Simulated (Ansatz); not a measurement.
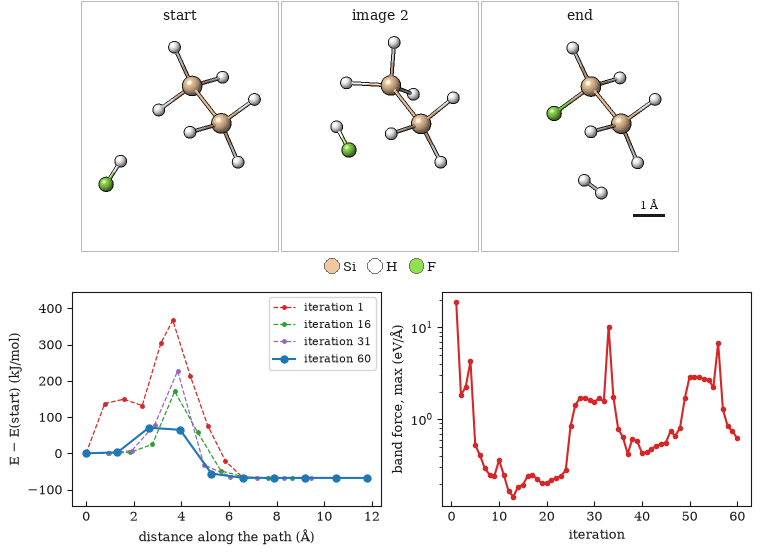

A search for the minimum-energy path of Si$_{2}$H$_{7}$F by the nudged elastic band. Images are numbered from 0 (start) to 9 (end). The plot follows the band through its iterations. A ball-and-stick model, seen from a free direction.

Theory: RHF/def2-SVPD (Ansatz 0.2.0). Run with 8 movable images; no climbing image; force threshold 0.05 eV/Å; iteration limit 60; starting path through a guess of the saddle point.

### How did the profile develop, and is the result final?

The result isn't final. The band hadn't converged when the run stopped after 60 iterations. The largest component of the band force went from 19 to 0.62 eV/Å. The barrier read from it is provisional: over the last two iterations the highest image moved from 100.4 kJ/mol to 70.6 kJ/mol. The first iteration put the highest image at 367.3 kJ/mol. The energy climbs by 70.6 kJ/mol to image 2 and then falls by 138.5 kJ/mol, so the end point sits at −67.9 kJ/mol.

Limits of the set-up: Hartree-Fock leaves out electron correlation.

The run took 7 min on 4 threads of Intel(R) Xeon(R) CPU @ 2.60GHz (Ice Lake) (shared host), peak memory 0.32 GiB.
